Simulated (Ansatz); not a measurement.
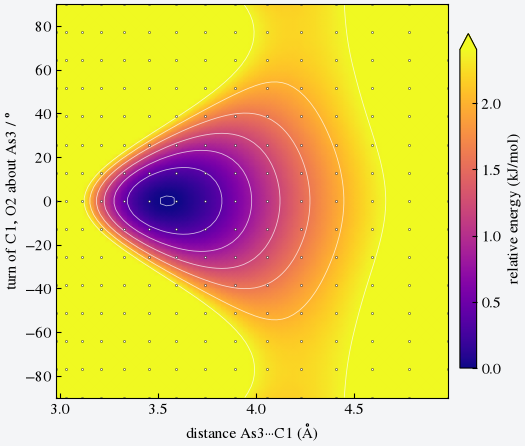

The pair CO···AsH₃. The turn is about an axis along (0.49, −0.83, 0.28) in the frame of the relaxed pair, normal to the line between the partners. First axis: distance As3···C1. Second axis: turn of C1, O2 about As3. The scan uses a 15 × 15 grid. Points are written as (first, second). Energies are in kJ/mol, from the lowest grid point. Theory: RKS B3LYP-D4/def2-TZVPD (Ansatz).

Drawn: a smooth colour map with a few white contour lines, dots at the grid points, one colour for all values above the top of the scale. Between grid points the surface is interpolated.

Estimate the position of the minimum and the force constants in these coordinates.

The interpolated minimum is at distance As3···C1 ≈ 3.548 Å, turn of C1, O2 about As3 ≈ 0.0°. The curvatures there are about 0.16 eV/Å² and 0.14 eV/rad², with a cross term of about 0 eV/(Å·rad). Round the minimum the two coordinates are nearly uncoupled. (1 eV is 96.5 kJ/mol.)
